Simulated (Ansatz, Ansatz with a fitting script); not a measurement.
# Mesh, cutoff and frequencies in RPA: MgAl2C2 (P-3m1)

Aim: see which settings move the RPA energy of MgAl2C2 (P-3m1), and what they cost.

Program: Ansatz 0.2.0. Level of theory: EXX+RPA on LDA, plane waves, norm-conserving pseudopotentials. Results are calculated unless marked as measured.

## 1. Set-up

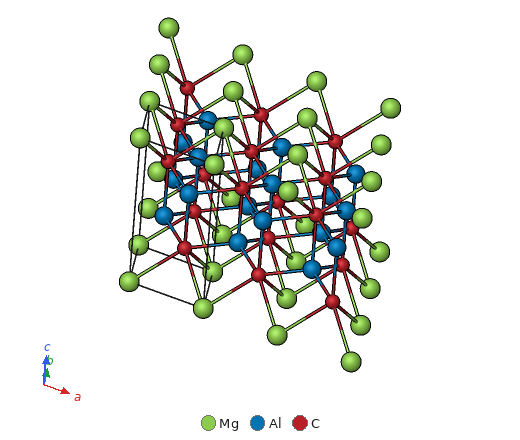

Start, viewed slightly off an axis; magnesium green, aluminium blue, carbon red. 3×3×1 cells are drawn. Bonds to atoms that aren't drawn are left out. Some periodic images of atoms are drawn too.

Geometry: measured cell, ions relaxed with LDA. The runs that relaxed it are not among those shown. The program's search for lower electronic states was switched off, so nothing shows that the state found is the lowest.

## 2. Base settings, 4×4×2 mesh, cutoffs to 160 eV, 264 empty bands

The RPA correlation energy is summed at several response cutoffs, since it converges slowly from above.

File input.yaml:

```yaml
crystal:
  lattice:
    - [3.377, 0.0, 0.0]
    - [-1.6885, 2.9245677886, 0.0]
    - [0.0, 0.0, 5.817]
  atoms:
    - { symbol: Mg, position: [0.0, 0.0, 0.0] }
    - { symbol: Al, position: [0.3333333333, 0.6666666667, 0.350255194] }
    - { symbol: Al, position: [0.6666666667, 0.3333333333, 0.649744806] }
    - { symbol: C, position: [0.3333333333, 0.6666666667, 0.7282484986] }
    - { symbol: C, position: [0.6666666667, 0.3333333333, 0.2717515014] }
kpoints:
  mp_grid: { grid: [4, 4, 2] }
hamiltonian:
  xc: lda
  pseudopotentials: { kind: nc, xc_functional: pbe }
scf:
  occupations: { method: fixed }
  lower_state_search: "off"
  convergence: { dr2_threshold: 1.0e-09 }
output:
  rpa_energy:
    ecut_chi_ladder: [96, 112, 128, 144, 160]
    long_wavelength: optical_limit
    n_empty_bands: 264
basis:
  ecutwfc: 1142.878222
  xc_grid: 3
```

Started as:

```bash
$ ansatz run input.yaml --threads 8 --pin off --max-ram 18432MiB --backend cpu --events-out ev --progress --plain --runs-dir out
```

Output:

```text
Engine: ansatz 0.2.0, aarch64-unknown-linux-gnu
Pseudopotentials: kind: nc
Pseudopotential: Mg, nc, valence charge 10, recommended cutoff 1142.878222 eV (normal), Mg.nc.azcp
Pseudopotential: Al, nc, valence charge 3, recommended cutoff 544.227725 eV (normal), Al.nc.azcp
Pseudopotential: C, nc, valence charge 4, recommended cutoff 1115.666836 eV (normal), C.nc.azcp
Functional definition: SPW92
  exchange = slater_x
  correlation = pw_c
Crystal: 5 atoms, lattice volume = 57.450 Å³
Basis set: ecut = 1142.878222 eV, 5049 PW (Γ), exchange–correlation on 120×120×216 points (27 copies of the dense FFT grid, shifted against one another)
Bands: 17, of which v1, the nominal top of the filled ones, is band 12 counted from 1 (11 counted from 0)
Symmetry: 12 space group operations
Space group: P-3m1 (ITA 164), of the structure as read, at distance tolerance 3.9e-5 Å
k-points: 8 of 32
Non-local potential: Mg, projectors of the file, l = 0: 2, l = 1: 2
Non-local potential: Al, projectors of the file, l = 0: 2, l = 1: 2, l = 2: 2
Non-local potential: C, projectors of the file, l = 0: 2, l = 1: 2
Initial density: superposition of atomic densities (chi_scale 0.1, normalization cell, long waves kept (reshape's long-wave potential 0.15 eV rms))
Initial wavefunctions: pseudopotential atomic-orbital guess
Functional: x = slater, c = lda
SCF iter   1: F=—  HF=-2267.736666 eV  |F-HF|=—  |Δ(HF+E_count)|=         —  Δρ=9.19e-2  dr2=7.15e0  ethr=3.10e-3  ⟨swp⟩=4.8  Hψ=637  notcnv=0  defer=24
preconditioner: auto → none  [insulator: Δε(μ)=3.334 eV  Ē_g=10.896 eV  n_scr=10 (ndim 8)  ℏωp=19.6 eV  f_vac=0.000  ε∞_Penn≈4.2]
SCF iter   2: F=—  HF=-2265.899894 eV  |F-HF|=—  |Δ(HF+E_count)|=    1.84e0  Δρ=4.51e-2  dr2=9.62e-1  ethr=3.10e-3  ⟨swp⟩=3.4  Hψ=342  notcnv=0  defer=23
SCF iter   3: F=—  HF=-2265.628884 eV  |F-HF|=—  |Δ(HF+E_count)|=   2.71e-1  Δρ=1.51e-2  dr2=7.65e-2  ethr=3.10e-3  ⟨swp⟩=2.4  Hψ=240  notcnv=0  defer=21
SCF iter   4: F=—  HF=-2265.619523 eV  |F-HF|=—  |Δ(HF+E_count)|=   9.36e-3  Δρ=2.84e-3  dr2=2.71e-2  ethr=3.19e-4  ⟨swp⟩=2.2  Hψ=191  notcnv=0  defer=24
SCF iter   5: F=—  HF=-2265.612534 eV  |F-HF|=—  |Δ(HF+E_count)|=   6.99e-3  Δρ=9.92e-4  dr2=2.98e-4  ethr=1.13e-4  ⟨swp⟩=2.2  Hψ=186  notcnv=0  defer=24
SCF iter   6: F=—  HF=-2265.612479 eV  |F-HF|=—  |Δ(HF+E_count)|=   5.51e-5  Δρ=3.05e-4  dr2=4.53e-5  ethr=1.24e-6  ⟨swp⟩=2.6  Hψ=236  notcnv=0  defer=24
SCF iter   7: F=—  HF=-2265.612471 eV  |F-HF|=—  |Δ(HF+E_count)|=   8.33e-6  Δρ=3.55e-5  dr2=2.54e-7  ethr=1.89e-7  ⟨swp⟩=2.0  Hψ=177  notcnv=0  defer=18
SCF iter   8: F=—  HF=-2265.612471 eV  |F-HF|=—  |Δ(HF+E_count)|=   6.91e-9  Δρ=8.32e-6  dr2=1.80e-8  ethr=1.06e-9  ⟨swp⟩=2.0  Hψ=198  notcnv=0  defer=10
SCF iter   9: F=-2265.612471 eV  HF=-2265.612471 eV  |F-HF|=1.80e-10  |Δ(HF+E_count)|=   1.67e-9  Δρ=1.12e-6  dr2=2.93e-10  ethr=4.17e-12  ⟨swp⟩=9.1  Hψ=787  notcnv=0
SCF 1 converged in 9 iterations: F = -2265.612471 eV  dr2 = 2.93e-10
NSCF: frozen V_eff on 8 k-points
EXX+RPA screening: q 1/8 (q-point 3)
EXX+RPA screening: q 2/8 (q-point 4)
EXX+RPA screening: q 3/8 (q-point 7)
EXX+RPA screening: q 4/8 (q-point 8)
EXX+RPA screening: q 5/8
EXX+RPA screening: q 6/8
EXX+RPA screening: q 7/8 (q-point 2)
EXX+RPA screening: q 8/8 (q-point 1)
NSCF: frozen V_eff on 1 k-points
NSCF: frozen V_eff on 1 k-points
SCF converged after 9 iterations
Free energy (F): -2265.612471 eV
Harris-Foulkes:  -2265.612471 eV  (|F-HF|=1.80e-10)
Internal energy: -2265.612471 eV  (E = F + TS)
E sigma→0 (E₀):  -2265.612471 eV
Fermi energy:    8.221943 eV
--- Per-component energies (eV) ---
  E_band       = -278.604901
  E_kinetic    = 1192.528827
  E_local      = -1883.165885  (includes V_loc(G=0)·N_el)
  E_nonlocal   = -483.326344
  E_hartree    = 681.759939
  E_xc         = -589.783826
  E_vxc        = -468.161462  (∫ρ·V_xc dr)
  E_ewald      = -1183.625182
  E_smearing   = -0.000000  (= −TS)
  E_closure    = -0.000000  (closes the sum)
  Σ components = -2265.612471   (vs F -2265.612471, Δ=0.00e0)
--- Band table (eV; the first three rows and the last of 8) ---
  k-point 0: bands = [... 8 lower, 7.3217, 8.1245, 8.2219, 8.2219, 11.5419, 12.8345, 14.9449, 14.9449, ... 1 higher]
  k-point 1: bands = [... 8 lower, 7.4863, 7.4863, 8.0211, 8.0211, 12.7134, 13.5721, 14.7464, 14.8870, ... 1 higher]
  k-point 2: bands = [... 8 lower, 5.6139, 6.4225, 7.8028, 8.1133, 11.7941, 12.7282, 13.7635, 15.0389, ... 1 higher]
  k-point 7: bands = [... 8 lower, 4.2945, 5.1718, 6.5305, 7.4039, 11.5213, 12.0080, 13.7551, 14.4509, ... 1 higher]
--- EXX+RPA: 4×4×2 mesh (8 irreducible q, 124/256 k–q pairs), 276 bands' worth read of 281 solved (the sum completed by the states above those read; Γ's head and wings end at those read), 12 occupied, 13 to 14 frequency nodes, the response taken to reach 992.9 eV, pair-density box ratio 4, q→0 included in E_x (Coulomb truncated on the Wigner–Seitz cell) and E_c (k·p head, wings) ---
  smallest occupied→empty transition 1.966e0 eV, smallest direct gap 2.950e0 eV
  indirect gap at most 1.966e0 eV, over 8 k-points of the mesh
  E_x                     =      -332.961251 eV
  E_xc[n_v+n_c], E_xc[n_v] =      -589.783824, -350.303340 eV (parent functional, the pass's orbitals; any nonlocal part keeps n_c)
  E_c ladder  E_cut^χ (eV)   ⟨N_G⟩      E_cut^sphere (eV)      E_c (eV)
                   96.00      122.5             95.88        -24.879681
                  112.00      156.1            112.71        -26.033378
                  128.00      189.7            128.33        -26.931499
                  144.00      226.3            144.36        -27.721802
                  160.00      263.6            159.83        -28.391173
  E_c(E_cut→∞)            =       -31.259142 ± 0.258331 eV  (E_cut^-3/2 fit over 5 rungs)
  S(q), 6 of 7 wave vectors   |q| (1/Å)       S_0(q)   S_0 (bands read)   S_RPA(q)   (top rung; structure_factors; the frequency nodes sum S_0 to within 2.9e-7)
    ( 0.0000,  0.2500,  0.0000)    0.53710     0.074062           0.073456   0.033417
    ( 0.0000,  0.0000,  0.5000)    0.54007     0.077032           0.076419   0.033811
    ( 0.0000,  0.2500,  0.5000)    0.76168     0.132108           0.130879   0.065336
    ( 0.2500,  0.2500,  0.0000)    0.93029     0.176645           0.174789   0.094399
    ( 0.0000,  0.5000,  0.0000)    1.07421     0.213159           0.210658   0.121680
    ( 0.2500,  0.2500,  0.5000)    1.07569     0.214907           0.212404   0.122369
  core–valence xc dropped  : E_EXX =     -2008.789897 eV   E_EXX+RPA =     -2040.049039 eV
  core–valence xc semilocal: E_EXX =     -2248.270382 eV   E_EXX+RPA =     -2279.529524 eV
```

The job ended after 34 s (8 threads of Arm Neoverse V1, shared host; peak memory 1.9 GiB; 3.2 min of CPU time).

The column dr2 measures how far the density is from self-consistency, as an energy; F and HF (Harris–Foulkes) agree once it is small.

This step gave:

* exact exchange energy: -332.9613 eV
* RPA correlation energy: -31.26 eV

Extrapolated from these cutoffs, the correlation energy is -6.25 eV per atom (fit error 0.05); such a limit moves with the range of cutoffs.

RPA ladder, by row:

| response cutoff (eV) | mean plane waves | sphere-equivalent cutoff (eV) | correlation energy (eV) |
| --- | --- | --- | --- |
| 96 | 122.5 | 95.88 | -24.88 |
| 112 | 156.1 | 112.7 | -26.03 |
| 128 | 189.7 | 128.3 | -26.93 |
| 144 | 226.3 | 144.4 | -27.72 |
| 160 | 263.6 | 159.8 | -28.39 |

## 3. Base settings, 4×4×2 mesh, cutoffs to 160 eV, 277 empty bands, volume +5 %

The cell differs from the one that the last finished run ended in (a 3.377 → 3.432 Å, b 3.377 → 3.432 Å, c 5.817 → 5.912 Å).

Changes to input.yaml since step 2:

```diff
@@ -2,5 +2,5 @@
   lattice:
-    - [3.377, 0.0, 0.0]
-    - [-1.6885, 2.9245677886, 0.0]
-    - [0.0, 0.0, 5.817]
+    - [3.432370497, 0.0, 0.0]
+    - [-1.7161852485, 2.9725200456, 0.0]
+    - [0.0, 0.0, 5.9123776076]
   atoms:
@@ -24,3 +24,3 @@
     long_wavelength: optical_limit
-    n_empty_bands: 264
+    n_empty_bands: 277
 basis:
```

Output:

```text
[...]
Crystal: 5 atoms, lattice volume = 60.323 Å³
Basis set: ecut = 1142.878222 eV, 5265 PW (Γ), exchange–correlation on 120×120×216 points (27 copies of the dense FFT grid, shifted against one another)
Bands: 17, of which v1, the nominal top of the filled ones, is band 12 counted from 1 (11 counted from 0)
Symmetry: 12 space group operations
[...]
k-points: 8 of 32
[...]
( 0.0000,  0.2500,  0.5000)    0.74939     0.132387           0.131210   0.064812
    ( 0.2500,  0.2500,  0.0000)    0.91528     0.176830           0.175061   0.093659
    ( 0.0000,  0.5000,  0.0000)    1.05688     0.213038           0.210656   0.120703
    ( 0.2500,  0.2500,  0.5000)    1.05834     0.214835           0.212446   0.121399
  core–valence xc dropped  : E_EXX =     -2008.828482 eV   E_EXX+RPA =     -2040.153518 eV
  core–valence xc semilocal: E_EXX =     -2248.082798 eV   E_EXX+RPA =     -2279.407834 eV
[key lines of the parts left out:]
SCF converged after 10 iterations
Free energy (F): -2265.480776 eV
Fermi energy:    7.721521 eV
```

It took 39 s on 8 threads; peak memory 2.1 GiB; 3.5 min of CPU time.

This step gave:

```yaml
exact_exchange_energy: -331.0779 eV
rpa_correlation_energy: -31.33 eV
```

Extrapolated from these cutoffs, the correlation energy is -6.27 eV per atom (fit error 0.05); such a limit moves with the range of cutoffs.

RPA ladder, by row:

| response cutoff (eV) | mean plane waves | sphere-equivalent cutoff (eV) | correlation energy (eV) |
| --- | --- | --- | --- |
| 96 | 128.8 | 96 | -25.01 |
| 112 | 162.5 | 112.1 | -26.1 |
| 128 | 198.3 | 128 | -27 |
| 144 | 237.9 | 144.5 | -27.81 |
| 160 | 279.2 | 160.8 | -28.51 |

## 4. Response cutoff, 4×4×2 mesh, cutoffs to 90 eV, 111 empty bands

input.yaml, the sections that differ from step 3:

```yaml
crystal:
  lattice:
    - [3.377, 0.0, 0.0]
    - [-1.6885, 2.9245677886, 0.0]
    - [0.0, 0.0, 5.817]
  atoms:
    - { symbol: Mg, position: [0.0, 0.0, 0.0] }
    - { symbol: Al, position: [0.3333333333, 0.6666666667, 0.350255194] }
    - { symbol: Al, position: [0.6666666667, 0.3333333333, 0.649744806] }
    - { symbol: C, position: [0.3333333333, 0.6666666667, 0.7282484986] }
    - { symbol: C, position: [0.6666666667, 0.3333333333, 0.2717515014] }
output:
  rpa_energy:
    ecut_chi_ladder: [54, 63, 72, 81, 90]
    long_wavelength: optical_limit
    n_empty_bands: 111
# kpoints, hamiltonian, scf, basis: as in step 3
```

Output:

```text
[...]
Crystal: 5 atoms, lattice volume = 57.450 Å³
Basis set: ecut = 1142.878222 eV, 5049 PW (Γ), exchange–correlation on 120×120×216 points (27 copies of the dense FFT grid, shifted against one another)
Bands: 17, of which v1, the nominal top of the filled ones, is band 12 counted from 1 (11 counted from 0)
Symmetry: 12 space group operations
[...]
k-points: 8 of 32
[...]
( 0.0000,  0.2500,  0.5000)    0.76168     0.132108           0.129104   0.065483
    ( 0.2500,  0.2500,  0.0000)    0.93029     0.176645           0.172176   0.094608
    ( 0.0000,  0.5000,  0.0000)    1.07421     0.213159           0.207144   0.121956
    ( 0.2500,  0.2500,  0.5000)    1.07569     0.214907           0.208844   0.122655
  core–valence xc dropped  : E_EXX =     -2008.789897 eV   E_EXX+RPA =     -2036.512735 eV
  core–valence xc semilocal: E_EXX =     -2248.270382 eV   E_EXX+RPA =     -2275.993220 eV
[key lines of the parts left out:]
SCF converged after 9 iterations
Free energy (F): -2265.612471 eV
Fermi energy:    8.221943 eV
```

Elapsed: 13 s, on 8 threads; peak memory 0.91 GiB; 73 s of CPU time.

Numbers from this step:

| Quantity | Value |
| --- | --- |
| exact exchange energy | -332.9613 eV |
| RPA correlation energy | -27.72 eV |

Extrapolated from these cutoffs, the correlation energy is -5.54 eV per atom (fit error 0.06); such a limit moves with the range of cutoffs.

## 5. Response cutoff, 4×4×2 mesh, cutoffs to 90 eV, 116 empty bands, volume +5 %

Changes to input.yaml since step 4:

```diff
@@ -2,5 +2,5 @@
   lattice:
-    - [3.377, 0.0, 0.0]
-    - [-1.6885, 2.9245677886, 0.0]
-    - [0.0, 0.0, 5.817]
+    - [3.432370497, 0.0, 0.0]
+    - [-1.7161852485, 2.9725200456, 0.0]
+    - [0.0, 0.0, 5.9123776076]
   atoms:
@@ -24,3 +24,3 @@
     long_wavelength: optical_limit
-    n_empty_bands: 111
+    n_empty_bands: 116
 basis:
```

Output:

```text
[...]
Crystal: 5 atoms, lattice volume = 60.323 Å³
Basis set: ecut = 1142.878222 eV, 5265 PW (Γ), exchange–correlation on 120×120×216 points (27 copies of the dense FFT grid, shifted against one another)
Bands: 17, of which v1, the nominal top of the filled ones, is band 12 counted from 1 (11 counted from 0)
Symmetry: 12 space group operations
[...]
k-points: 8 of 32
[...]
( 0.0000,  0.2500,  0.5000)    0.74939     0.132387           0.129509   0.064937
    ( 0.2500,  0.2500,  0.0000)    0.91528     0.176830           0.172518   0.093848
    ( 0.0000,  0.5000,  0.0000)    1.05688     0.213038           0.207241   0.120960
    ( 0.2500,  0.2500,  0.5000)    1.05834     0.214835           0.209007   0.121671
  core–valence xc dropped  : E_EXX =     -2008.828482 eV   E_EXX+RPA =     -2036.645606 eV
  core–valence xc semilocal: E_EXX =     -2248.082798 eV   E_EXX+RPA =     -2275.899922 eV
[key lines of the parts left out:]
SCF converged after 10 iterations
Free energy (F): -2265.480776 eV
Fermi energy:    7.721521 eV
```

The job ended after 13 s (8 threads; peak memory 0.96 GiB).

This step gave:

- exact exchange energy: -331.0779 eV
- RPA correlation energy: -27.82 eV

Extrapolated from these cutoffs, the correlation energy is -5.56 eV per atom (fit error 0.06); such a limit moves with the range of cutoffs.

## 6. Response cutoff, 4×4×2 mesh, cutoffs to 240 eV, 485 empty bands

input.yaml, the sections that differ from step 5:

```yaml
crystal:
  lattice:
    - [3.377, 0.0, 0.0]
    - [-1.6885, 2.9245677886, 0.0]
    - [0.0, 0.0, 5.817]
  atoms:
    - { symbol: Mg, position: [0.0, 0.0, 0.0] }
    - { symbol: Al, position: [0.3333333333, 0.6666666667, 0.350255194] }
    - { symbol: Al, position: [0.6666666667, 0.3333333333, 0.649744806] }
    - { symbol: C, position: [0.3333333333, 0.6666666667, 0.7282484986] }
    - { symbol: C, position: [0.6666666667, 0.3333333333, 0.2717515014] }
output:
  rpa_energy:
    ecut_chi_ladder: [144, 168, 192, 216, 240]
    long_wavelength: optical_limit
    n_empty_bands: 485
# kpoints, hamiltonian, scf, basis: as in step 5
```

Output:

```text
[...]
Crystal: 5 atoms, lattice volume = 57.450 Å³
Basis set: ecut = 1142.878222 eV, 5049 PW (Γ), exchange–correlation on 120×120×216 points (27 copies of the dense FFT grid, shifted against one another)
Bands: 17, of which v1, the nominal top of the filled ones, is band 12 counted from 1 (11 counted from 0)
Symmetry: 12 space group operations
[...]
k-points: 8 of 32
[...]
( 0.0000,  0.2500,  0.5000)    0.76168     0.132108           0.131509   0.065303
    ( 0.2500,  0.2500,  0.0000)    0.93029     0.176645           0.175747   0.094336
    ( 0.0000,  0.5000,  0.0000)    1.07421     0.213159           0.211952   0.121585
    ( 0.2500,  0.2500,  0.5000)    1.07569     0.214907           0.213695   0.122285
  core–valence xc dropped  : E_EXX =     -2008.789897 eV   E_EXX+RPA =     -2042.330962 eV
  core–valence xc semilocal: E_EXX =     -2248.270382 eV   E_EXX+RPA =     -2281.811447 eV
[key lines of the parts left out:]
SCF converged after 9 iterations
Free energy (F): -2265.612471 eV
Fermi energy:    8.221943 eV
```

It took 93 s on 8 threads; peak memory 4 GiB.

Numbers from this step:

```
exact exchange energy  : -332.9613 eV
RPA correlation energy : -33.54 eV
```

Extrapolated from these cutoffs, the correlation energy is -6.71 eV per atom (fit error 0.05); such a limit moves with the range of cutoffs.

## 7. Response cutoff, 4×4×2 mesh, cutoffs to 240 eV, 509 empty bands, volume +5 %

Changes to input.yaml since step 6:

```diff
@@ -2,5 +2,5 @@
   lattice:
-    - [3.377, 0.0, 0.0]
-    - [-1.6885, 2.9245677886, 0.0]
-    - [0.0, 0.0, 5.817]
+    - [3.432370497, 0.0, 0.0]
+    - [-1.7161852485, 2.9725200456, 0.0]
+    - [0.0, 0.0, 5.9123776076]
   atoms:
@@ -24,3 +24,3 @@
     long_wavelength: optical_limit
-    n_empty_bands: 485
+    n_empty_bands: 509
 basis:
```

Output:

```text
[...]
Crystal: 5 atoms, lattice volume = 60.323 Å³
Basis set: ecut = 1142.878222 eV, 5265 PW (Γ), exchange–correlation on 120×120×216 points (27 copies of the dense FFT grid, shifted against one another)
Bands: 17, of which v1, the nominal top of the filled ones, is band 12 counted from 1 (11 counted from 0)
Symmetry: 12 space group operations
[...]
k-points: 8 of 32
[...]
( 0.0000,  0.2500,  0.5000)    0.74939     0.132387           0.131805   0.064779
    ( 0.2500,  0.2500,  0.0000)    0.91528     0.176830           0.175960   0.093593
    ( 0.0000,  0.5000,  0.0000)    1.05688     0.213038           0.211869   0.120612
    ( 0.2500,  0.2500,  0.5000)    1.05834     0.214835           0.213660   0.121318
  core–valence xc dropped  : E_EXX =     -2008.828482 eV   E_EXX+RPA =     -2042.415175 eV
  core–valence xc semilocal: E_EXX =     -2248.082798 eV   E_EXX+RPA =     -2281.669491 eV
[key lines of the parts left out:]
SCF converged after 10 iterations
Free energy (F): -2265.480776 eV
Fermi energy:    7.721521 eV
```

Elapsed: 1.8 min, on 8 threads; peak memory 4.3 GiB; 11 min of CPU time.

Numbers from this step:

* exact exchange energy: -331.0779 eV
* RPA correlation energy: -33.59 eV

Extrapolated from these cutoffs, the correlation energy is -6.72 eV per atom (fit error 0.05); such a limit moves with the range of cutoffs.

[end of part 1 of 4]

[Paths, hosts, dates, memory and timing lines, banners, echoed tables and standing remarks are left out of the program output.]

[Logs are printed without paths, hosts, clocks, repeated set-up lines and the standing remarks that a program may print on its own settings, such as how far it seeks lower states.]

[Runs of the session that timed out or met a known fault of the program may be left out.]

[Hosts, paths, dates, database ids (printed as entryN), source tags and the programs' standing remarks are cut or masked in the printed files.]
